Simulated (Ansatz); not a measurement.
**Fields on a plane of TaN (rock salt)**

```xyz
2
Lattice="0.0000 2.1873 2.1873 2.1873 0.0000 2.1873 2.1873 2.1873 0.0000" Properties=species:S:1:pos:R:3 pbc="T T T"
N      0.0000     0.0000     0.0000
Ta     2.1873     2.1873     2.1873
```

The slice is a {110} plane (indices of the conventional cell) through the point (0.000, 0.000, 0.000) (fractional), spanned by u = [100] and v = [1 -1 -1] in vectors of this cell: u (3.09 Å) and v (4.37 Å, at 90° to u). It covers one period; positions are fractions (u, v).

Atoms on it: N at (0.00, 0.00); Ta at (0.00, 0.50).

Calculation: PBEsol (plane waves to 420 eV, PAW, scalar-relativistic; Ansatz, a first-principles code). k mesh 18×18×18. Near the nuclei the fields are pseudised (PAW); where an atom keeps semicore shells as valence, they peak there. Spin-orbit coupling is left out, though Ta is heavy. TaN is run without spin polarisation. TaN was relaxed with its symmetry unable to fall. The PAW data are Ansatz's earlier set. This is a high-temperature form of TaN.

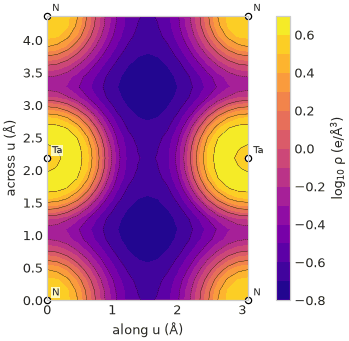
Figure. Log₁₀ of the valence density in e/Å³, one period of the plane, atoms marked. The scale is logarithmic, as a density can span decades between atoms and voids.

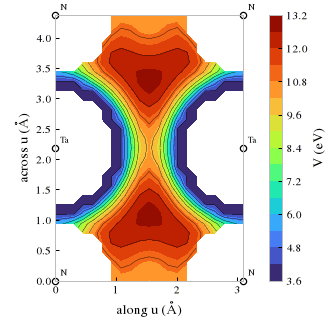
Electrostatic potential energy of an electron, from the cell's mean, in eV, one period of the plane, atoms marked. Points within 0.9 Å of a nucleus are left white, as the pseudised field means little there. Values under 4 eV are set to 4. The zero, the cell's mean, hangs on the PAW cores.

| Property | Result |
|---|---|
| Density on the N–Ta line (2.19 Å) at its density minimum, 1.0 Å from N | 0.56 e/Å³ |
| ELF at that point | 0.2 |
